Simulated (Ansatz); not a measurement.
**GeH₄ClOF: molecular dynamics (part 1 of 3)**

The run: molecular dynamics of GeH₄ClOF. Method and program: RKS PBE-D4/def2-SVP (Ansatz 0.2.0).

It belongs to a series of runs on one base structure; here: dynamics from the highest image of the converged band. Figures and captions count atoms from 1; the log counts them from 0 in places.

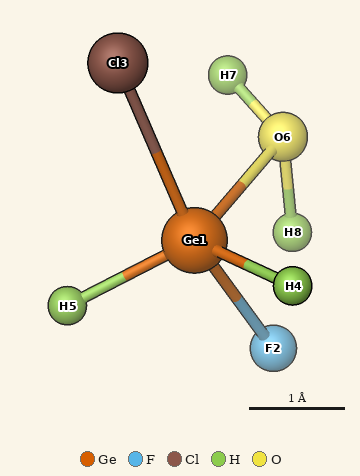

Fig. 1: The input geometry (ball-and-stick view, seen at a tilt; atoms are numbered from 1 in the order of the input). Sticks mark near contacts. Bond lengths as drawn: Cl–Ge 2.24 Å, F–Ge 2.04 Å, Ge–H 1.54 Å, Ge–O 1.99 Å and H–O 0.98 to 1.11 Å.

Input file
```yaml
crystal:
  periodic: [false, false, false]
  atoms:
    - { symbol: Ge, position_ang: [0.143577, 0.201553, -0.065017] }
    - { symbol: F, position_ang: [-0.700273, 0.483098, 1.772765] }
    - { symbol: Cl, position_ang: [1.805685, 0.14264, -1.560345] }
    - { symbol: H, position_ang: [-0.902145, 1.094241, -0.748174] }
    - { symbol: H, position_ang: [0.015876, -1.311589, 0.194772] }
    - { symbol: O, position_ang: [1.261652, 1.329169, 1.134074] }
    - { symbol: H, position_ang: [2.155771, 0.964848, 1.290006] }
    - { symbol: H, position_ang: [0.459057, 1.048339, 1.854919] }
basis:
  gaussian: { orbitals: def2-SVP }
hamiltonian:
  xc: pbe
  dispersion: d4
md:
  timestep: 0.5
  n_steps: 200
  ensemble: nve
  temperature: 100.0
  initial_velocities: maxwell_boltzmann
  seed: 6453
```

Launch command:
```bash
ansatz run input.yaml --threads 2 --pin off --max-ram 3072MiB --backend cpu --events-out ev --progress --plain --runs-dir out
```

The program's output
```
Engine: ansatz 0.2.0, x86_64-unknown-linux-gnu
Functional definition: PBE
  parameter kappa = 0.804
  parameter beta = 0.06672455060314922
  exchange = pbe_x(kappa = kappa, mu = beta*pi^2/3)
  correlation = pbe_c(beta = beta)
1069 factors; their error is unknown
mean field evaluation 1: about -73832.6246 eV, gradient 5.8e1 eV
mean field evaluation 2: about -73813.8029 eV, gradient 1.2e2 eV
mean field evaluation 4: about -73837.9012 eV, gradient 7.6e0 eV
mean field evaluation 8: about -73838.0058 eV, gradient 1.7e-1 eV
mean field evaluation 16: about -73837.9434 eV, gradient 6.4e-5 eV
mean field -73837.94338585 eV, -2713.4943702744 hartree, gradient 6.5e-5 eV, S^2 0.000000; 0 other end points of the search recorded, 0 dependent functions left out
the calculation of the forces begins
reference -73837.94341593 eV, -2713.4943713800 hartree; 35, 35 occupied and 63, 63 virtual orbitals, 1069 factors
md step     0: t =     0.00 fs  T =   100.0 K  F+E_penalty+E_count = -73838.09355462 eV  E_kin = 0.077556 eV  conserved = -73838.01599862 eV  (26 SCF iters)
these checks for a lower state are left out or cut short: starts, cluster_reference, orbital_swaps, neighbouring_geometries, increment
1069 factors; their error is unknown
mean field -73837.94205144 eV, -2713.4943212359 hartree, gradient 1.6e-5 eV, S^2 0.000000; 0 other end points of the search recorded, 0 dependent functions left out
the calculation of the forces begins
reference -73837.94208157 eV, -2713.4943223431 hartree; 35, 35 occupied and 63, 63 virtual orbitals, 1069 factors
md step     1: t =     0.50 fs  T =    98.3 K  F+E_penalty+E_count = -73838.09219685 eV  E_kin = 0.076231 eV  conserved = -73838.01596572 eV  (30 SCF iters)
[... from here on the SCF iterations and repeated set-up lines of each step are left out, up to the last step ...]
md step     2: t =     1.00 fs  T =    93.5 K  F+E_penalty+E_count = -73838.08840719 eV  E_kin = 0.072516 eV  conserved = -73838.01589106 eV  (30 SCF iters)
md step     3: t =     1.50 fs  T =    87.1 K  F+E_penalty+E_count = -73838.08333484 eV  E_kin = 0.067529 eV  conserved = -73838.01580563 eV  (30 SCF iters)
md step     4: t =     2.00 fs  T =    80.7 K  F+E_penalty+E_count = -73838.07831220 eV  E_kin = 0.062573 eV  conserved = -73838.01573887 eV  (30 SCF iters)
md step     5: t =     2.50 fs  T =    75.7 K  F+E_penalty+E_count = -73838.07438407 eV  E_kin = 0.058673 eV  conserved = -73838.01571094 eV  (30 SCF iters)
md step     6: t =     3.00 fs  T =    72.6 K  F+E_penalty+E_count = -73838.07199403 eV  E_kin = 0.056268 eV  conserved = -73838.01572653 eV  (29 SCF iters)
md step     7: t =     3.50 fs  T =    71.1 K  F+E_penalty+E_count = -73838.07090599 eV  E_kin = 0.055131 eV  conserved = -73838.01577507 eV  (28 SCF iters)
md step     8: t =     4.00 fs  T =    70.3 K  F+E_penalty+E_count = -73838.07036861 eV  E_kin = 0.054535 eV  conserved = -73838.01583401 eV  (29 SCF iters)
md step     9: t =     4.50 fs  T =    69.1 K  F+E_penalty+E_count = -73838.06947690 eV  E_kin = 0.053602 eV  conserved = -73838.01587468 eV  (30 SCF iters)
md step    10: t =     5.00 fs  T =    66.7 K  F+E_penalty+E_count = -73838.06762085 eV  E_kin = 0.051747 eV  conserved = -73838.01587396 eV  (30 SCF iters)
md step    11: t =     5.50 fs  T =    63.2 K  F+E_penalty+E_count = -73838.06483586 eV  E_kin = 0.049008 eV  conserved = -73838.01582772 eV  (30 SCF iters)
md step    12: t =     6.00 fs  T =    59.4 K  F+E_penalty+E_count = -73838.06185154 eV  E_kin = 0.046093 eV  conserved = -73838.01575860 eV  (30 SCF iters)
md step    13: t =     6.50 fs  T =    56.8 K  F+E_penalty+E_count = -73838.05973625 eV  E_kin = 0.044029 eV  conserved = -73838.01570734 eV  (29 SCF iters)
md step    14: t =     7.00 fs  T =    56.2 K  F+E_penalty+E_count = -73838.05927427 eV  E_kin = 0.043565 eV  conserved = -73838.01570921 eV  (29 SCF iters)
md step    15: t =     7.50 fs  T =    57.6 K  F+E_penalty+E_count = -73838.06043482 eV  E_kin = 0.044665 eV  conserved = -73838.01576953 eV  (30 SCF iters)
md step    16: t =     8.00 fs  T =    59.9 K  F+E_penalty+E_count = -73838.06229433 eV  E_kin = 0.046436 eV  conserved = -73838.01585856 eV  (29 SCF iters)
md step    17: t =     8.50 fs  T =    61.3 K  F+E_penalty+E_count = -73838.06348681 eV  E_kin = 0.047557 eV  conserved = -73838.01593028 eV  (27 SCF iters)
md step    18: t =     9.00 fs  T =    60.5 K  F+E_penalty+E_count = -73838.06290463 eV  E_kin = 0.046955 eV  conserved = -73838.01594980 eV  (30 SCF iters)
md step    19: t =     9.50 fs  T =    57.2 K  F+E_penalty+E_count = -73838.06024069 eV  E_kin = 0.044331 eV  conserved = -73838.01590945 eV  (30 SCF iters)
md step    20: t =    10.00 fs  T =    52.0 K  F+E_penalty+E_count = -73838.05611843 eV  E_kin = 0.040291 eV  conserved = -73838.01582760 eV  (30 SCF iters)
md step    21: t =    10.50 fs  T =    46.5 K  F+E_penalty+E_count = -73838.05181651 eV  E_kin = 0.036080 eV  conserved = -73838.01573650 eV  (30 SCF iters)
md step    22: t =    11.00 fs  T =    42.7 K  F+E_penalty+E_count = -73838.04876790 eV  E_kin = 0.033100 eV  conserved = -73838.01566828 eV  (30 SCF iters)
md step    23: t =    11.50 fs  T =    41.8 K  F+E_penalty+E_count = -73838.04804829 eV  E_kin = 0.032403 eV  conserved = -73838.01564574 eV  (29 SCF iters)
md step    24: t =    12.00 fs  T =    44.3 K  F+E_penalty+E_count = -73838.05001402 eV  E_kin = 0.034338 eV  conserved = -73838.01567627 eV  (29 SCF iters)
md step    25: t =    12.50 fs  T =    49.6 K  F+E_penalty+E_count = -73838.05418646 eV  E_kin = 0.038437 eV  conserved = -73838.01574988 eV  (29 SCF iters)
md step    26: t =    13.00 fs  T =    56.2 K  F+E_penalty+E_count = -73838.05941647 eV  E_kin = 0.043576 eV  conserved = -73838.01584064 eV  (28 SCF iters)
md step    27: t =    13.50 fs  T =    62.4 K  F+E_penalty+E_count = -73838.06429793 eV  E_kin = 0.048384 eV  conserved = -73838.01591372 eV  (29 SCF iters)
md step    28: t =    14.00 fs  T =    66.8 K  F+E_penalty+E_count = -73838.06771212 eV  E_kin = 0.051773 eV  conserved = -73838.01593889 eV  (29 SCF iters)
md step    29: t =    14.50 fs  T =    68.8 K  F+E_penalty+E_count = -73838.06929055 eV  E_kin = 0.053384 eV  conserved = -73838.01590625 eV  (29 SCF iters)
md step    30: t =    15.00 fs  T =    69.3 K  F+E_penalty+E_count = -73838.06955268 eV  E_kin = 0.053717 eV  conserved = -73838.01583592 eV  (29 SCF iters)
md step    31: t =    15.50 fs  T =    69.4 K  F+E_penalty+E_count = -73838.06958455 eV  E_kin = 0.053814 eV  conserved = -73838.01577048 eV  (28 SCF iters)
md step    32: t =    16.00 fs  T =    70.5 K  F+E_penalty+E_count = -73838.07038830 eV  E_kin = 0.054639 eV  conserved = -73838.01574949 eV  (29 SCF iters)
md step    33: t =    16.50 fs  T =    72.9 K  F+E_penalty+E_count = -73838.07228727 eV  E_kin = 0.056505 eV  conserved = -73838.01578239 eV  (29 SCF iters)
md step    34: t =    17.00 fs  T =    76.0 K  F+E_penalty+E_count = -73838.07478010 eV  E_kin = 0.058937 eV  conserved = -73838.01584347 eV  (29 SCF iters)
md step    35: t =    17.50 fs  T =    78.7 K  F+E_penalty+E_count = -73838.07692680 eV  E_kin = 0.061036 eV  conserved = -73838.01589079 eV  (29 SCF iters)
md step    36: t =    18.00 fs  T =    80.1 K  F+E_penalty+E_count = -73838.07798320 eV  E_kin = 0.062089 eV  conserved = -73838.01589459 eV  (27 SCF iters)
md step    37: t =    18.50 fs  T =    80.0 K  F+E_penalty+E_count = -73838.07786786 eV  E_kin = 0.062016 eV  conserved = -73838.01585188 eV  (29 SCF iters)
md step    38: t =    19.00 fs  T =    79.2 K  F+E_penalty+E_count = -73838.07722418 eV  E_kin = 0.061441 eV  conserved = -73838.01578287 eV  (29 SCF iters)
md step    39: t =    19.50 fs  T =    79.2 K  F+E_penalty+E_count = -73838.07711349 eV  E_kin = 0.061395 eV  conserved = -73838.01571870 eV  (29 SCF iters)
md step    40: t =    20.00 fs  T =    81.0 K  F+E_penalty+E_count = -73838.07853669 eV  E_kin = 0.062850 eV  conserved = -73838.01568682 eV  (29 SCF iters)
md step    41: t =    20.50 fs  T =    85.5 K  F+E_penalty+E_count = -73838.08200248 eV  E_kin = 0.066301 eV  conserved = -73838.01570139 eV  (29 SCF iters)
md step    42: t =    21.00 fs  T =    92.2 K  F+E_penalty+E_count = -73838.08729117 eV  E_kin = 0.071530 eV  conserved = -73838.01576143 eV  (29 SCF iters)
md step    43: t =    21.50 fs  T =   100.1 K  F+E_penalty+E_count = -73838.09347261 eV  E_kin = 0.077623 eV  conserved = -73838.01584946 eV  (29 SCF iters)
md step    44: t =    22.00 fs  T =   107.3 K  F+E_penalty+E_count = -73838.09918407 eV  E_kin = 0.083248 eV  conserved = -73838.01593595 eV  (29 SCF iters)
md step    45: t =    22.50 fs  T =   112.3 K  F+E_penalty+E_count = -73838.10310300 eV  E_kin = 0.087117 eV  conserved = -73838.01598627 eV  (29 SCF iters)
md step    46: t =    23.00 fs  T =   114.1 K  F+E_penalty+E_count = -73838.10448443 eV  E_kin = 0.088510 eV  conserved = -73838.01597462 eV  (29 SCF iters)
md step    47: t =    23.50 fs  T =   113.0 K  F+E_penalty+E_count = -73838.10354936 eV  E_kin = 0.087650 eV  conserved = -73838.01589957 eV  (29 SCF iters)
md step    48: t =    24.00 fs  T =   110.5 K  F+E_penalty+E_count = -73838.10149114 eV  E_kin = 0.085700 eV  conserved = -73838.01579150 eV  (29 SCF iters)
md step    49: t =    24.50 fs  T =   108.7 K  F+E_penalty+E_count = -73838.09999084 eV  E_kin = 0.084287 eV  conserved = -73838.01570377 eV  (29 SCF iters)
md step    50: t =    25.00 fs  T =   109.2 K  F+E_penalty+E_count = -73838.10040275 eV  E_kin = 0.084720 eV  conserved = -73838.01568293 eV  (29 SCF iters)
md step    51: t =    25.50 fs  T =   112.6 K  F+E_penalty+E_count = -73838.10305138 eV  E_kin = 0.087312 eV  conserved = -73838.01573897 eV  (29 SCF iters)
md step    52: t =    26.00 fs  T =   117.6 K  F+E_penalty+E_count = -73838.10708225 eV  E_kin = 0.091244 eV  conserved = -73838.01583806 eV  (29 SCF iters)
md step    53: t =    26.50 fs  T =   122.5 K  F+E_penalty+E_count = -73838.11096919 eV  E_kin = 0.095043 eV  conserved = -73838.01592583 eV  (29 SCF iters)
md step    54: t =    27.00 fs  T =   125.6 K  F+E_penalty+E_count = -73838.11334283 eV  E_kin = 0.097383 eV  conserved = -73838.01595989 eV  (29 SCF iters)
md step    55: t =    27.50 fs  T =   126.0 K  F+E_penalty+E_count = -73838.11364717 eV  E_kin = 0.097717 eV  conserved = -73838.01593005 eV  (27 SCF iters)
md step    56: t =    28.00 fs  T =   124.4 K  F+E_penalty+E_count = -73838.11231575 eV  E_kin = 0.096460 eV  conserved = -73838.01585595 eV  (29 SCF iters)
md step    57: t =    28.50 fs  T =   122.1 K  F+E_penalty+E_count = -73838.11048279 eV  E_kin = 0.094711 eV  conserved = -73838.01577221 eV  (29 SCF iters)
md step    58: t =    29.00 fs  T =   120.9 K  F+E_penalty+E_count = -73838.10944839 eV  E_kin = 0.093736 eV  conserved = -73838.01571258 eV  (28 SCF iters)
md step    59: t =    29.50 fs  T =   121.8 K  F+E_penalty+E_count = -73838.11014571 eV  E_kin = 0.094447 eV  conserved = -73838.01569904 eV  (29 SCF iters)
md step    60: t =    30.00 fs  T =   125.1 K  F+E_penalty+E_count = -73838.11278573 eV  E_kin = 0.097048 eV  conserved = -73838.01573753 eV  (29 SCF iters)
md step    61: t =    30.50 fs  T =   130.2 K  F+E_penalty+E_count = -73838.11676299 eV  E_kin = 0.100947 eV  conserved = -73838.01581631 eV  (29 SCF iters)
md step    62: t =    31.00 fs  T =   135.3 K  F+E_penalty+E_count = -73838.12084350 eV  E_kin = 0.104935 eV  conserved = -73838.01590862 eV  (29 SCF iters)
md step    63: t =    31.50 fs  T =   138.8 K  F+E_penalty+E_count = -73838.12359410 eV  E_kin = 0.107615 eV  conserved = -73838.01597908 eV  (29 SCF iters)
md step    64: t =    32.00 fs  T =   139.2 K  F+E_penalty+E_count = -73838.12394179 eV  E_kin = 0.107946 eV  conserved = -73838.01599573 eV  (29 SCF iters)
md step    65: t =    32.50 fs  T =   136.3 K  F+E_penalty+E_count = -73838.12166381 eV  E_kin = 0.105717 eV  conserved = -73838.01594632 eV  (29 SCF iters)
md step    66: t =    33.00 fs  T =   131.1 K  F+E_penalty+E_count = -73838.11756032 eV  E_kin = 0.101710 eV  conserved = -73838.01584989 eV  (28 SCF iters)
md step    67: t =    33.50 fs  T =   125.6 K  F+E_penalty+E_count = -73838.11314555 eV  E_kin = 0.097393 eV  conserved = -73838.01575217 eV  (29 SCF iters)
md step    68: t =    34.00 fs  T =   121.5 K  F+E_penalty+E_count = -73838.10994551 eV  E_kin = 0.094246 eV  conserved = -73838.01569999 eV  (28 SCF iters)
md step    69: t =    34.50 fs  T =   120.0 K  F+E_penalty+E_count = -73838.10878086 eV  E_kin = 0.093068 eV  conserved = -73838.01571326 eV  (29 SCF iters)
md step    70: t =    35.00 fs  T =   120.8 K  F+E_penalty+E_count = -73838.10946573 eV  E_kin = 0.093693 eV  conserved = -73838.01577313 eV  (30 SCF iters)
md step    71: t =    35.50 fs  T =   122.8 K  F+E_penalty+E_count = -73838.11108341 eV  E_kin = 0.095244 eV  conserved = -73838.01583952 eV  (30 SCF iters)
md step    72: t =    36.00 fs  T =   124.7 K  F+E_penalty+E_count = -73838.11259334 eV  E_kin = 0.096715 eV  conserved = -73838.01587838 eV  (30 SCF iters)
md step    73: t =    36.50 fs  T =   125.7 K  F+E_penalty+E_count = -73838.11336043 eV  E_kin = 0.097482 eV  conserved = -73838.01587852 eV  (30 SCF iters)
md step    74: t =    37.00 fs  T =   125.7 K  F+E_penalty+E_count = -73838.11334615 eV  E_kin = 0.097496 eV  conserved = -73838.01584997 eV  (27 SCF iters)
md step    75: t =    37.50 fs  T =   125.3 K  F+E_penalty+E_count = -73838.11296844 eV  E_kin = 0.097156 eV  conserved = -73838.01581254 eV  (29 SCF iters)
md step    76: t =    38.00 fs  T =   125.1 K  F+E_penalty+E_count = -73838.11279608 eV  E_kin = 0.097010 eV  conserved = -73838.01578605 eV  (29 SCF iters)
md step    77: t =    38.50 fs  T =   125.7 K  F+E_penalty+E_count = -73838.11324254 eV  E_kin = 0.097461 eV  conserved = -73838.01578178 eV  (28 SCF iters)
md step    78: t =    39.00 fs  T =   127.1 K  F+E_penalty+E_count = -73838.11437269 eV  E_kin = 0.098570 eV  conserved = -73838.01580250 eV  (28 SCF iters)
md step    79: t =    39.50 fs  T =   129.0 K  F+E_penalty+E_count = -73838.11586117 eV  E_kin = 0.100021 eV  conserved = -73838.01584024 eV  (28 SCF iters)
md step    80: t =    40.00 fs  T =   130.5 K  F+E_penalty+E_count = -73838.11712157 eV  E_kin = 0.101243 eV  conserved = -73838.01587838 eV  (28 SCF iters)
md step    81: t =    40.50 fs  T =   131.1 K  F+E_penalty+E_count = -73838.11757791 eV  E_kin = 0.101683 eV  conserved = -73838.01589514 eV  (28 SCF iters)
md step    82: t =    41.00 fs  T =   130.4 K  F+E_penalty+E_count = -73838.11699911 eV  E_kin = 0.101124 eV  conserved = -73838.01587464 eV  (29 SCF iters)
md step    83: t =    41.50 fs  T =   128.8 K  F+E_penalty+E_count = -73838.11573464 eV  E_kin = 0.099916 eV  conserved = -73838.01581863 eV  (28 SCF iters)
md step    84: t =    42.00 fs  T =   127.5 K  F+E_penalty+E_count = -73838.11467192 eV  E_kin = 0.098919 eV  conserved = -73838.01575249 eV  (29 SCF iters)
md step    85: t =    42.50 fs  T =   127.8 K  F+E_penalty+E_count = -73838.11483694 eV  E_kin = 0.099121 eV  conserved = -73838.01571567 eV  (29 SCF iters)
md step    86: t =    43.00 fs  T =   130.3 K  F+E_penalty+E_count = -73838.11679461 eV  E_kin = 0.101058 eV  conserved = -73838.01573693 eV  (28 SCF iters)
md step    87: t =    43.50 fs  T =   134.6 K  F+E_penalty+E_count = -73838.12022184 eV  E_kin = 0.104411 eV  conserved = -73838.01581107 eV  (28 SCF iters)
md step    88: t =    44.00 fs  T =   139.4 K  F+E_penalty+E_count = -73838.12399332 eV  E_kin = 0.108095 eV  conserved = -73838.01589829 eV  (28 SCF iters)
md step    89: t =    44.50 fs  T =   142.9 K  F+E_penalty+E_count = -73838.12678312 eV  E_kin = 0.110834 eV  conserved = -73838.01594935 eV  (28 SCF iters)
md step    90: t =    45.00 fs  T =   144.2 K  F+E_penalty+E_count = -73838.12780213 eV  E_kin = 0.111863 eV  conserved = -73838.01593908 eV  (28 SCF iters)
md step    91: t =    45.50 fs  T =   143.5 K  F+E_penalty+E_count = -73838.12718618 eV  E_kin = 0.111306 eV  conserved = -73838.01587995 eV  (28 SCF iters)
md step    92: t =    46.00 fs  T =   141.8 K  F+E_penalty+E_count = -73838.12581917 eV  E_kin = 0.110009 eV  conserved = -73838.01581039 eV  (28 SCF iters)
md step    93: t =    46.50 fs  T =   140.5 K  F+E_penalty+E_count = -73838.12476039 eV  E_kin = 0.108992 eV  conserved = -73838.01576846 eV  (29 SCF iters)
md step    94: t =    47.00 fs  T =   140.4 K  F+E_penalty+E_count = -73838.12466313 eV  E_kin = 0.108892 eV  conserved = -73838.01577136 eV  (27 SCF iters)
md step    95: t =    47.50 fs  T =   141.4 K  F+E_penalty+E_count = -73838.12549889 eV  E_kin = 0.109687 eV  conserved = -73838.01581153 eV  (28 SCF iters)
md step    96: t =    48.00 fs  T =   142.9 K  F+E_penalty+E_count = -73838.12665925 eV  E_kin = 0.110793 eV  conserved = -73838.01586600 eV  (28 SCF iters)
md step    97: t =    48.50 fs  T =   143.6 K  F+E_penalty+E_count = -73838.12730157 eV  E_kin = 0.111392 eV  conserved = -73838.01590994 eV  (28 SCF iters)
md step    98: t =    49.00 fs  T =   142.9 K  F+E_penalty+E_count = -73838.12674505 eV  E_kin = 0.110822 eV  conserved = -73838.01592339 eV  (28 SCF iters)
md step    99: t =    49.50 fs  T =   140.4 K  F+E_penalty+E_count = -73838.12478824 eV  E_kin = 0.108892 eV  conserved = -73838.01589636 eV  (28 SCF iters)
md step   100: t =    50.00 fs  T =   136.7 K  F+E_penalty+E_count = -73838.12187180 eV  E_kin = 0.106041 eV  conserved = -73838.01583114 eV  (26 SCF iters)
md step   101: t =    50.50 fs  T =   133.2 K  F+E_penalty+E_count = -73838.11903004 eV  E_kin = 0.103283 eV  conserved = -73838.01574705 eV  (26 SCF iters)
md step   102: t =    51.00 fs  T =   131.4 K  F+E_penalty+E_count = -73838.11757341 eV  E_kin = 0.101894 eV  conserved = -73838.01567944 eV  (26 SCF iters)
md step   103: t =    51.50 fs  T =   132.6 K  F+E_penalty+E_count = -73838.11853327 eV  E_kin = 0.102866 eV  conserved = -73838.01566688 eV  (26 SCF iters)
md step   104: t =    52.00 fs  T =   137.1 K  F+E_penalty+E_count = -73838.12207687 eV  E_kin = 0.106349 eV  conserved = -73838.01572827 eV  (26 SCF iters)
md step   105: t =    52.50 fs  T =   143.6 K  F+E_penalty+E_count = -73838.12723805 eV  E_kin = 0.111393 eV  conserved = -73838.01584464 eV  (26 SCF iters)
md step   106: t =    53.00 fs  T =   149.9 K  F+E_penalty+E_count = -73838.13222484 eV  E_kin = 0.116263 eV  conserved = -73838.01596233 eV  (26 SCF iters)
```
